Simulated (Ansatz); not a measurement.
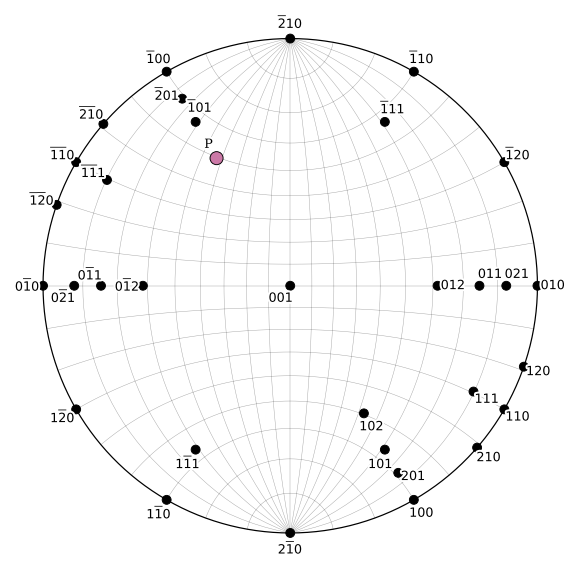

Stereographic projection of plane normals (upper hemisphere) centred on (0 0 1). Crystal: Lu, the geometry relaxed with Ansatz 0.2.0, DFT, BLYP, plane waves (420 eV) with PAW, scalar-relativistic; the starting structure was generated, so it need not be a known form of this composition. All values are computed from the atomic coordinates in the standard setting (tolerance 0.002 Å).

a = 3.500 Å, b = 3.500 Å, c = 11.207 Å, α = 90.00°, β = 90.00°, γ = 120.00°.

Question: Index the pole marked P.

Answer: P is (−1 0 2), in four indices (−1 0 1 2), 61.6° from the centre.

Question: What is the angle between the normals of (−1 −2 0) and (−1 −1 0), and what are their d_hkl = 1/|g|?

Answer: 10.9°; d = 1.146 Å and 1.750 Å.
